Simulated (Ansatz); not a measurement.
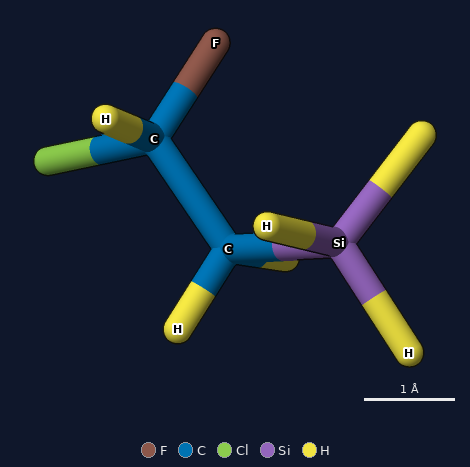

**Figure 1.** The starting structure (stick view, seen at a tilt). Bond lengths as drawn: C–C 1.49 Å, C–Cl 1.76 Å, C–F 1.32 Å, C–H 1.06 to 1.12 Å, C–Si 1.88 Å and H–Si 1.45 to 1.52 Å.

C2H6ClFSi: geometry relaxation

The run: geometry relaxation of C2H6ClFSi, SMILES FC(Cl)C[SiH3]. Method and program: RKS r2SCANh-D4/6-31G (Ansatz 0.2.0).

It belongs to a series of runs on one base structure; here: end point A relaxed.

### Output
```
The last accepted step is kept in [file] (removed where the run ends without a failure and the disk answers)
Engine: ansatz 0.2.0, x86_64-unknown-linux-gnu
Functional definition: r2SCANh
  parameter a = 0.1
  parameter k0 = 0.174
  parameter k1 = 0.065
  parameter a1 = 4.9479
  exchange = (1 - a)*r2scan_x(k0 = k0, k1 = k1, a1 = a1) + a*exact_x
  correlation = r2scan_c
875 factors; integrals over basis functions are off by at most 1.6e-4 eV
mean field evaluation 1: about -25277.6688 eV, gradient 3.6e1 eV
mean field evaluation 2: about -25276.6170 eV, gradient 4.0e1 eV
mean field evaluation 4: about -25280.5530 eV, gradient 1.3e0 eV
mean field evaluation 8: about -25280.5559 eV, gradient 1.9e-2 eV
mean field -25280.55594714 eV, -929.0432952810 hartree, gradient 2.8e-5 eV, S^2 0.000000; 0 other end points of the search recorded, 0 dependent functions left out
the calculation of the forces begins
reference -25280.55595551 eV, -929.0432955887 hartree; 29, 29 occupied and 36, 36 virtual orbitals, 875 factors
relax step   1: F+E_penalty+E_count = -25280.61918166 eV  Δ(F+E_penalty+E_count) = +0.000e0 eV  max|allowed force component| = 3.210e0 eV/Å  Δτ_max = 0.0000 Å  (23 SCF iters, accepted)
these checks for a lower state are left out or cut short: starts, cluster_reference, orbital_swaps, neighbouring_geometries, increment
875 factors; integrals over basis functions are off by at most 1.6e-4 eV
mean field evaluation 16: about -25280.9712 eV, gradient 1.2e-1 eV
mean field -25280.96987118 eV, -929.0585067089 hartree, gradient 1.7e-5 eV, S^2 0.000000; 0 other end points of the search recorded, 0 dependent functions left out
the calculation of the forces begins
reference -25280.96987961 eV, -929.0585070188 hartree; 29, 29 occupied and 36, 36 virtual orbitals, 875 factors
relax step   2: F+E_penalty+E_count = -25281.03252535 eV  Δ(F+E_penalty+E_count) = -4.133e-1 eV  max|allowed force component| = 1.508e0 eV/Å  Δτ_max = 0.0877 Å  (25 SCF iters, accepted)
these checks for a lower state are left out or cut short: starts, cluster_reference, orbital_swaps, neighbouring_geometries, increment
875 factors; integrals over basis functions are off by at most 1.7e-4 eV
mean field -25281.06708270 eV, -929.0620791664 hartree, gradient 1.6e-5 eV, S^2 0.000000; 0 other end points of the search recorded, 0 dependent functions left out
the calculation of the forces begins
reference -25281.06709120 eV, -929.0620794790 hartree; 29, 29 occupied and 36, 36 virtual orbitals, 875 factors
relax step   3: F+E_penalty+E_count = -25281.12951095 eV  Δ(F+E_penalty+E_count) = -9.699e-2 eV  max|allowed force component| = 4.693e-1 eV/Å  Δτ_max = 0.0904 Å  (26 SCF iters, accepted)
these checks for a lower state are left out or cut short: starts, cluster_reference, orbital_swaps, neighbouring_geometries, increment
875 factors; integrals over basis functions are off by at most 1.7e-4 eV
mean field evaluation 32: about -25281.0765 eV, gradient 2.1e-5 eV
mean field -25281.07651427 eV, -929.0624257705 hartree, gradient 7.7e-5 eV, S^2 0.000000; 0 other end points of the search recorded, 0 dependent functions left out
the calculation of the forces begins
reference -25281.07652280 eV, -929.0624260836 hartree; 29, 29 occupied and 36, 36 virtual orbitals, 875 factors
relax step   4: F+E_penalty+E_count = -25281.13888929 eV  Δ(F+E_penalty+E_count) = -9.378e-3 eV  max|allowed force component| = 1.794e-1 eV/Å  Δτ_max = 0.0381 Å  (24 SCF iters, accepted)
these checks for a lower state are left out or cut short: starts, cluster_reference, orbital_swaps, neighbouring_geometries, increment
875 factors; integrals over basis functions are off by at most 1.7e-4 eV
mean field -25281.08035694 eV, -929.0625669860 hartree, gradient 8.0e-5 eV, S^2 0.000000; 0 other end points of the search recorded, 0 dependent functions left out
the calculation of the forces begins
reference -25281.08036548 eV, -929.0625672998 hartree; 29, 29 occupied and 36, 36 virtual orbitals, 875 factors
relax step   5: F+E_penalty+E_count = -25281.14276493 eV  Δ(F+E_penalty+E_count) = -3.876e-3 eV  max|allowed force component| = 1.464e-1 eV/Å  Δτ_max = 0.0468 Å  (23 SCF iters, accepted)
these checks for a lower state are left out or cut short: starts, cluster_reference, orbital_swaps, neighbouring_geometries, increment
875 factors; integrals over basis functions are off by at most 1.7e-4 eV
mean field -25281.08734366 eV, -929.0628237430 hartree, gradient 2.2e-5 eV, S^2 0.000000; 0 other end points of the search recorded, 0 dependent functions left out
the calculation of the forces begins
reference -25281.08735223 eV, -929.0628240580 hartree; 29, 29 occupied and 36, 36 virtual orbitals, 875 factors
relax step   6: F+E_penalty+E_count = -25281.14981884 eV  Δ(F+E_penalty+E_count) = -7.054e-3 eV  max|allowed force component| = 1.324e-1 eV/Å  Δτ_max = 0.1483 Å  (26 SCF iters, accepted)
these checks for a lower state are left out or cut short: starts, cluster_reference, orbital_swaps, neighbouring_geometries, increment
875 factors; integrals over basis functions are off by at most 1.6e-4 eV
mean field -25281.08998201 eV, -929.0629207007 hartree, gradient 7.0e-5 eV, S^2 0.000000; 0 other end points of the search recorded, 0 dependent functions left out
the calculation of the forces begins
reference -25281.08999059 eV, -929.0629210159 hartree; 29, 29 occupied and 36, 36 virtual orbitals, 875 factors
relax step   7: F+E_penalty+E_count = -25281.15244612 eV  Δ(F+E_penalty+E_count) = -2.627e-3 eV  max|allowed force component| = 6.804e-2 eV/Å  Δτ_max = 0.0429 Å  (25 SCF iters, accepted)
these checks for a lower state are left out or cut short: starts, cluster_reference, orbital_swaps, neighbouring_geometries, increment
875 factors; integrals over basis functions are off by at most 1.6e-4 eV
mean field -25281.09151753 eV, -929.0629771300 hartree, gradient 7.2e-5 eV, S^2 0.000000; 0 other end points of the search recorded, 0 dependent functions left out
the calculation of the forces begins
reference -25281.09152612 eV, -929.0629774454 hartree; 29, 29 occupied and 36, 36 virtual orbitals, 875 factors
relax step   8: F+E_penalty+E_count = -25281.15404018 eV  Δ(F+E_penalty+E_count) = -1.594e-3 eV  max|allowed force component| = 3.986e-2 eV/Å  Δτ_max = 0.0516 Å  (24 SCF iters, accepted)
these checks for a lower state are left out or cut short: starts, cluster_reference, orbital_swaps, neighbouring_geometries, increment
875 factors; integrals over basis functions are off by at most 1.6e-4 eV
mean field -25281.09176063 eV, -929.0629860636 hartree, gradient 7.2e-5 eV, S^2 0.000000; 0 other end points of the search recorded, 0 dependent functions left out
the calculation of the forces begins
reference -25281.09176922 eV, -929.0629863793 hartree; 29, 29 occupied and 36, 36 virtual orbitals, 875 factors
relax step   9: F+E_penalty+E_count = -25281.15427680 eV  Δ(F+E_penalty+E_count) = -2.366e-4 eV  max|allowed force component| = 1.572e-2 eV/Å  Δτ_max = 0.0240 Å  (25 SCF iters, accepted)
these checks for a lower state are left out or cut short: starts, cluster_reference, orbital_swaps, neighbouring_geometries, increment
875 factors; integrals over basis functions are off by at most 1.6e-4 eV
mean field evaluation 64: about -25281.0918 eV, gradient 6.4e-5 eV
mean field -25281.09180994 eV, -929.0629878759 hartree, gradient 6.4e-5 eV, S^2 0.000000; 0 other end points of the search recorded, 0 dependent functions left out
the calculation of the forces begins
reference -25281.09181853 eV, -929.0629881916 hartree; 29, 29 occupied and 36, 36 virtual orbitals, 875 factors
relax step  10: F+E_penalty+E_count = -25281.15432876 eV  Δ(F+E_penalty+E_count) = -5.195e-5 eV  max|allowed force component| = 7.780e-3 eV/Å  Δτ_max = 0.0037 Å  (18 SCF iters, accepted)
```

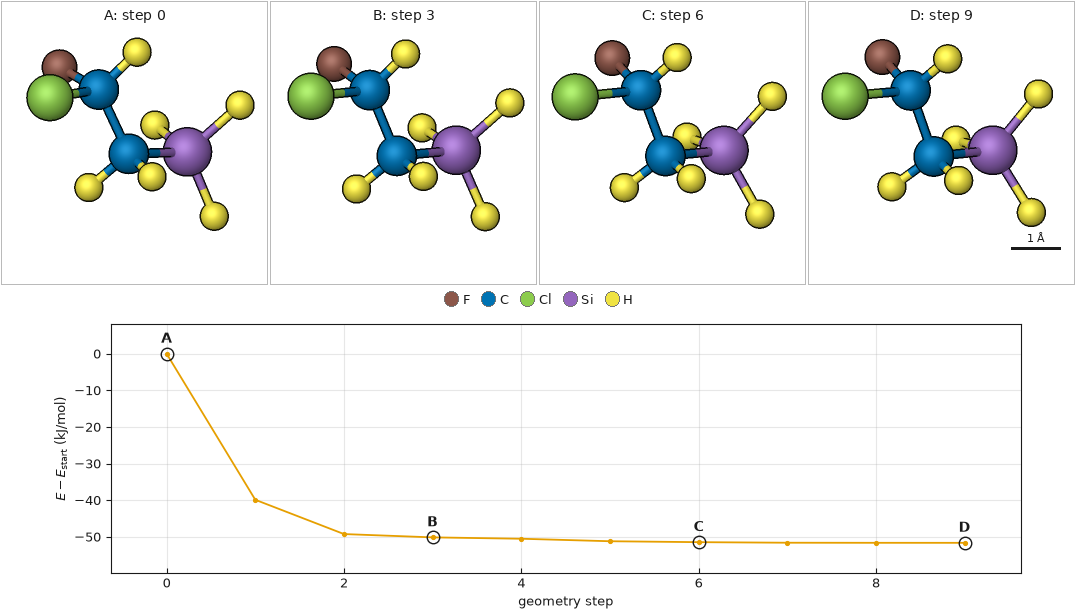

**Figure 2.** Frames of the relaxation (ball-and-stick view, seen at a tilt) above the curves, on which the letters mark them (the first geometry is step 0 here and step 1 in the log).

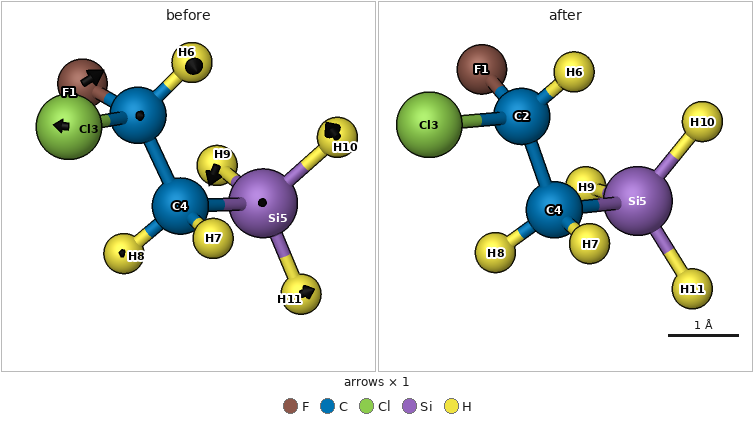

**Figure 3.** Before (left) and after (right) the relaxation, at one scale (ball-and-stick view, seen at a tilt). The black arrows give the displacements, at true length. The energy falls by 51.6 kJ/mol in 9 geometry steps. Largest force component: 3.2 eV/Å at the start, 0.0078 eV/Å at the end. F1 moves most after the best rigid fit: 0.39 Å. Largest moves by element: F 0.39 Å, H 0.36 Å, Cl 0.25 Å, C 0.13 Å, Si 0.09 Å. Among the contacts that change: C2–Cl3 1.760 → 1.885 Å, F1–C2 1.321 → 1.415 Å, C4–Si5 1.879 → 1.934 Å, Si5–H11 1.452 → 1.499 Å. Among the angles that change: C4–C2–H6 110.8° → 115.5°, Cl3–C2–H6 109.0° → 104.6°, Si5–C4–H8 104.7° → 108.9°. (Atoms are counted from 1 in the order of the input.)

```
875 factors; integrals over basis functions are off by at most 1.6e-4 eV
mean field -25281.09180994 eV, -929.0629878759 hartree, gradient 6.4e-5 eV, S^2 0.000000; 1 other end points of the search recorded, 0 dependent functions left out
the calculation of the forces begins
reference -25281.09181853 eV, -929.0629881916 hartree; 29, 29 occupied and 36, 36 virtual orbitals, 875 factors
Total energy: -25281.15433735 eV, -929.0652857156 hartree
Atom 0 at    -0.118582     0.311321     1.942677 Å, force    -0.001217    -0.002960    -0.000718 eV/Å
Atom 1 at     0.740302    -0.372286     1.049906 Å, force     0.001369     0.007780    -0.005560 eV/Å
Atom 2 at     1.287542    -1.947604     1.929634 Å, force     0.000763    -0.000696     0.000182 eV/Å
Atom 3 at     0.021087    -0.677724    -0.223751 Å, force     0.000321    -0.005045     0.002919 eV/Å
Atom 4 at    -0.724914     0.927349    -1.003990 Å, force    -0.000834     0.000549     0.000181 eV/Å
Atom 5 at     1.651868     0.212383     0.943906 Å, force     0.000613    -0.002283     0.002679 eV/Å
Atom 6 at     0.711401    -1.140400    -0.934854 Å, force     0.000403    -0.000799     0.000625 eV/Å
Atom 7 at    -0.788739    -1.387997    -0.031605 Å, force    -0.000804     0.001845    -0.000210 eV/Å
Atom 8 at    -1.988726     1.319953    -0.309847 Å, force    -0.000235     0.001527    -0.000208 eV/Å
Atom 9 at     0.279670     2.035992    -0.888532 Å, force    -0.000446     0.000342     0.000295 eV/Å
Atom 10 at    -1.005509     0.662113    -2.452845 Å, force     0.000068    -0.000259    -0.000186 eV/Å
Dipole moment:     0.038616     0.148227    -0.563072 e Å
```

### Trajectory as extended XYZ (Å, eV, eV/Å), 10 frames, from step=1 to step=10
```
11
Properties=species:S:1:pos:R:3:forces:R:3 step=1 energy=-25280.61918
F    -0.2650   -0.0446    2.0335   -3.2103   1.3997   2.3171
C     0.6415   -0.3760    1.1323    2.6389   1.3121  -2.9184
Cl    1.3936   -1.8485    1.7342    1.6010  -2.3028   0.9445
C     0.0756   -0.6312   -0.2193   -2.2770  -0.6087   0.2705
Si   -0.6584    0.8851   -1.0510   -0.2796   1.2079   0.8927
H     1.4046    0.4300    1.0948   -0.1369  -0.5603   0.1173
H     0.7579   -1.0973   -0.8902    0.8786  -0.3898  -0.4133
H    -0.7861   -1.3352   -0.1022    0.6368   0.1516   0.0072
H    -1.7377    1.5249   -0.1846    0.2581  -0.2520  -0.2722
H     0.4433    1.8758   -1.1698    0.1785   0.2852  -0.1606
H    -1.2039    0.5601   -2.3570   -0.2882  -0.2428  -0.7847
11
Properties=species:S:1:pos:R:3:forces:R:3 step=2 energy=-25281.03252
F    -0.3038    0.0076    2.0240   -1.0961   0.4991   0.9187
C     0.6524   -0.3969    1.1255    0.8871   0.9465  -1.5083
Cl    1.4431   -1.8824    1.7982    0.5548  -1.0448   0.4597
C     0.0361   -0.6507   -0.2200   -0.5016  -0.5720   0.2847
Si   -0.6583    0.9303   -1.0351   -0.2823   0.3759   0.2330
H     1.4351    0.3735    1.0776   -0.1055  -0.2520   0.1649
H     0.7631   -1.1004   -0.8883    0.2850  -0.0700  -0.1643
H    -0.7738   -1.3940   -0.0930    0.1943   0.2714  -0.0852
H    -1.7561    1.5246   -0.1963    0.0940  -0.0447  -0.0796
H     0.4293    1.9514   -1.2015    0.0466  -0.0305   0.0360
H    -1.2017    0.5801   -2.3703   -0.0763  -0.0789  -0.2597
11
Properties=species:S:1:pos:R:3:forces:R:3 step=3 energy=-25281.12951
F    -0.3090    0.0938    1.9971    0.0727   0.0273   0.0747
C     0.6787   -0.3830    1.1059   -0.2242   0.1981  -0.4693
Cl    1.4062   -1.9311    1.8539    0.0504  -0.1862   0.1157
C     0.0444   -0.6591   -0.2329    0.2157  -0.0865   0.1869
Si   -0.6980    0.9354   -1.0228    0.0776   0.0403  -0.1160
H     1.5025    0.3318    1.0835   -0.0633  -0.0488   0.0550
H     0.7965   -1.0861   -0.9089   -0.1022   0.0940   0.0201
H    -0.7525   -1.3988   -0.1149    0.0124  -0.0504   0.0609
H    -1.7936    1.5183   -0.1920   -0.0254  -0.0301   0.0108
H     0.4101    1.9415   -1.1616   -0.0378   0.0162   0.0036
H    -1.2199    0.5805   -2.3866    0.0243   0.0260   0.0577
11
Properties=species:S:1:pos:R:3:forces:R:3 step=4 energy=-25281.13889
F    -0.2883    0.1257    1.9979    0.1266  -0.0373  -0.0966
C     0.6815   -0.3792    1.0955   -0.1794   0.0374  -0.0874
Cl    1.3799   -1.9475    1.8717   -0.0108  -0.0085   0.0072
C     0.0432   -0.6629   -0.2328    0.1441   0.0317   0.1406
Si   -0.6970    0.9367   -1.0251   -0.0362  -0.0080  -0.0296
H     1.5200    0.3140    1.0751    0.0127  -0.0096   0.0112
H     0.7908   -1.0743   -0.9192   -0.0210  -0.0049   0.0261
H    -0.7429   -1.4121   -0.1028   -0.0259   0.0085  -0.0170
H    -1.8085    1.4922   -0.1965   -0.0210  -0.0018   0.0006
H     0.3947    1.9615   -1.1506   -0.0137  -0.0151   0.0229
H    -1.2079    0.5888   -2.3925    0.0245   0.0075   0.0219
11
Properties=species:S:1:pos:R:3:forces:R:3 step=5 energy=-25281.14277
F    -0.2660    0.1622    1.9786    0.0342  -0.0002   0.0337
C     0.6903   -0.3786    1.0892   -0.1208   0.0208  -0.1153
Cl    1.3500   -1.9526    1.8874   -0.0096  -0.0234   0.0127
C     0.0460   -0.6632   -0.2337    0.1464   0.0207   0.0654
Si   -0.7046    0.9353   -1.0208   -0.0071  -0.0202   0.0000
H     1.5461    0.2918    1.0638    0.0278   0.0080  -0.0182
H     0.7913   -1.0736   -0.9229   -0.0281  -0.0091   0.0116
H    -0.7395   -1.4125   -0.1021   -0.0276   0.0014  -0.0066
H    -1.8325    1.4687   -0.2002   -0.0211  -0.0011  -0.0023
H     0.3778    1.9713   -1.1223   -0.0093   0.0016   0.0184
H    -1.1935    0.5942   -2.3964    0.0152   0.0014   0.0006
11
Properties=species:S:1:pos:R:3:forces:R:3 step=6 energy=-25281.14982
F    -0.1737    0.2751    1.9517    0.0524  -0.0425  -0.0290
C     0.7212   -0.3720    1.0667    0.1324  -0.0040   0.0800
Cl    1.2701   -1.9714    1.9200   -0.0205   0.0862  -0.0080
C     0.0460   -0.6656   -0.2312   -0.0475   0.0359  -0.0459
Si   -0.7255    0.9301   -1.0079    0.0134   0.0606  -0.0023
H     1.6326    0.2266    1.0059   -0.1307  -0.0663  -0.0058
H     0.7680   -1.0916   -0.9348   -0.0190   0.0000   0.0161
H    -0.7490   -1.4016   -0.0782    0.0012  -0.0033   0.0043
H    -1.9353    1.3838   -0.2466    0.0758  -0.0453  -0.0526
H     0.3158    2.0180   -0.9987   -0.0725  -0.0493  -0.0005
H    -1.1048    0.6116   -2.4261    0.0150   0.0282   0.0437
11
Properties=species:S:1:pos:R:3:forces:R:3 step=7 energy=-25281.15245
F    -0.1490    0.2936    1.9450    0.0213  -0.0187   0.0014
C     0.7304   -0.3746    1.0609    0.0526   0.0143   0.0680
Cl    1.2685   -1.9644    1.9346   -0.0252   0.0652  -0.0391
C     0.0390   -0.6686   -0.2290   -0.0038  -0.0208  -0.0547
Si   -0.7256    0.9288   -1.0082    0.0048   0.0546   0.0156
H     1.6449    0.2131    0.9848   -0.0559  -0.0299  -0.0100
H     0.7507   -1.1066   -0.9350   -0.0087  -0.0103   0.0004
H    -0.7621   -1.3958   -0.0660    0.0004  -0.0027   0.0119
H    -1.9542    1.3528   -0.2655    0.0360  -0.0184  -0.0315
H     0.2967    2.0305   -0.9624   -0.0365  -0.0348   0.0030
H    -1.0738    0.6344   -2.4386    0.0152   0.0016   0.0350
11
Properties=species:S:1:pos:R:3:forces:R:3 step=8 energy=-25281.15404
F    -0.1273    0.3072    1.9426   -0.0002   0.0064  -0.0034
C     0.7374   -0.3722    1.0522   -0.0399  -0.0379   0.0291
Cl    1.2773   -1.9513    1.9307    0.0083  -0.0053   0.0016
C     0.0269   -0.6744   -0.2265    0.0131  -0.0044  -0.0087
Si   -0.7237    0.9296   -1.0033   -0.0074  -0.0170  -0.0208
H     1.6495    0.2112    0.9562    0.0297   0.0234  -0.0108
H     0.7246   -1.1301   -0.9352   -0.0081   0.0043  -0.0017
H    -0.7812   -1.3900   -0.0451    0.0095   0.0118   0.0096
H    -1.9768    1.3265   -0.2929   -0.0023   0.0090  -0.0030
H     0.2844    2.0375   -0.9128   -0.0020  -0.0030   0.0061
H    -1.0258    0.6493   -2.4453   -0.0007   0.0127   0.0018
11
Properties=species:S:1:pos:R:3:forces:R:3 step=9 energy=-25281.15428
F    -0.1187    0.3120    1.9429    0.0007  -0.0080  -0.0116
C     0.7402   -0.3724    1.0503   -0.0137   0.0052   0.0000
Cl    1.2861   -1.9474    1.9308    0.0013  -0.0054   0.0010
C     0.0225   -0.6778   -0.2242   -0.0140  -0.0124   0.0045
Si   -0.7256    0.9262   -1.0041    0.0052   0.0109  -0.0049
H     1.6517    0.2114    0.9450    0.0157   0.0095   0.0004
H     0.7139   -1.1399   -0.9348   -0.0020   0.0031   0.0023
H    -0.7873   -1.3888   -0.0336    0.0042   0.0009   0.0022
H    -1.9874    1.3222   -0.3091   -0.0070  -0.0046   0.0056
H     0.2789    2.0345   -0.8896    0.0069   0.0064  -0.0015
H    -1.0090    0.6631   -2.4529    0.0027  -0.0056   0.0020
11
Properties=species:S:1:pos:R:3:forces:R:3 step=10 energy=-25281.15433
F    -0.1186    0.3113    1.9427   -0.0012  -0.0030  -0.0007
C     0.7403   -0.3723    1.0499    0.0014   0.0078  -0.0056
Cl    1.2875   -1.9476    1.9296    0.0008  -0.0007   0.0002
C     0.0211   -0.6777   -0.2238    0.0003  -0.0050   0.0029
Si   -0.7249    0.9273   -1.0040   -0.0008   0.0005   0.0002
H     1.6519    0.2124    0.9439    0.0006  -0.0023   0.0027
H     0.7114   -1.1404   -0.9349    0.0004  -0.0008   0.0006
H    -0.7887   -1.3880   -0.0316   -0.0008   0.0018  -0.0002
H    -1.9887    1.3200   -0.3098   -0.0002   0.0015  -0.0002
H     0.2797    2.0360   -0.8885   -0.0004   0.0003   0.0003
H    -1.0055    0.6621   -2.4528    0.0001  -0.0003  -0.0002
```

The run was set up as follows.

### The input
```yaml
crystal:
  periodic: [false, false, false]
  atoms:
    - { symbol: F, position_ang: [-0.265, -0.0446, 2.0335] }
    - { symbol: C, position_ang: [0.6415, -0.376, 1.1323] }
    - { symbol: Cl, position_ang: [1.3936, -1.8485, 1.7342] }
    - { symbol: C, position_ang: [0.0756, -0.6312, -0.2193] }
    - { symbol: Si, position_ang: [-0.6584, 0.8851, -1.051] }
    - { symbol: H, position_ang: [1.4046, 0.43, 1.0948] }
    - { symbol: H, position_ang: [0.7579, -1.0973, -0.8902] }
    - { symbol: H, position_ang: [-0.7861, -1.3352, -0.1022] }
    - { symbol: H, position_ang: [-1.7377, 1.5249, -0.1846] }
    - { symbol: H, position_ang: [0.4433, 1.8758, -1.1698] }
    - { symbol: H, position_ang: [-1.2039, 0.5601, -2.357] }
basis:
  gaussian: { orbitals: "6-31G" }
hamiltonian:
  xc: r2scanh
  dispersion: d4
relax:
  f_tol: 0.015
  max_steps: 40
```

Launch command:
```bash
ansatz run input.yaml --threads 1 --pin off --max-ram 2048MiB --backend cpu --events-out ev --progress --plain --runs-dir out
```

### Results in brief

| quantity | value |
| --- | --- |
| outcome | converged |
| total energy | −25281.1543 eV |
| mean-field energy | −25281.0918 eV |
| largest force (length of the vector) at the end | 0.010 eV/Å |
| hardware | 1 thread of AMD EPYC (Zen 5), 24 GiB of memory available, shared host |
| wall time | 25 s |
| peak memory | 0.2 GiB |
